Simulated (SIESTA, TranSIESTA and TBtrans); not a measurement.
Device: Fe chain with one Mo atom in place of Fe. Leads: straight Fe chain, spacing 2.25 Å. Geometry: 3 atoms about the centre moved by SIESTA (PBE, DZP) to a largest force of 0.04 eV/Å, all others as built, motion along the axis alone.

TranSIESTA and TBtrans, PBE, DZP numerical orbitals (energy shift 0.15 eV), PseudoDojo norm-conserving scalar-relativistic potentials, mesh cutoff 200 Ry, 300 K, spin-polarised (collinear), no spin-orbit coupling; self-consistent non-equilibrium Green functions.

Energies count from the leads' Fermi level. Transmissions are for each spin. The energy step is 0.01 eV; narrower resonances are cut or missed.

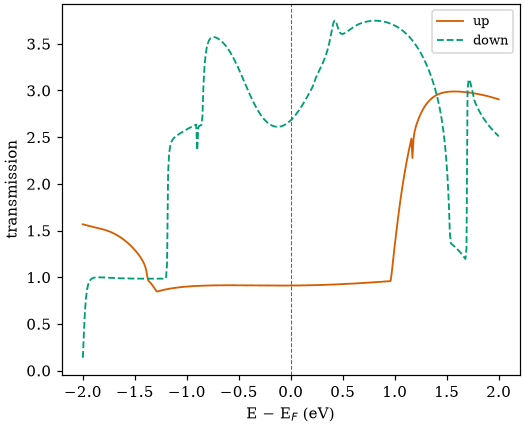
Figure. Transmission against energy

```
E (eV)  T up  T down  lead channels up       down
------  ----  ------  ----------------  ---------
-2.00   1.57    0.14                 4          1
-1.80   1.51    1.00                 4          1
-1.60   1.40    0.99                 4          1
-1.40   1.11    0.98                 4          1
-1.20   0.87    0.99                 1          1
-1.00   0.90    2.58                 1          3
-0.80   0.91    3.50                 1          4
-0.60   0.91    3.44                 1          4
-0.40   0.91    2.97                 1          4
-0.20   0.91    2.64                 1          4
0.00    0.91    2.68                 1          4
0.20    0.91    3.02                 1          4
0.40    0.92    3.68                 1  band edge
0.60    0.93    3.68                 1  band edge
0.80    0.95    3.75                 1          4
1.00    1.34    3.70                 3          4
1.20    2.60    3.49                 3          4
1.40    2.95    2.97                 3          4
1.60    2.99    1.30                 3          2
1.80    2.96    2.81                 3          3
2.00    2.90    2.51                 3          3
```

The magnetic order of the leads was set by the start, and no other order was tried; the separate lead runs end at 3.39 (left) and 3.39 (right) μB an atom. The straight chain is held at its spacing; free chains may zigzag or dimerise.
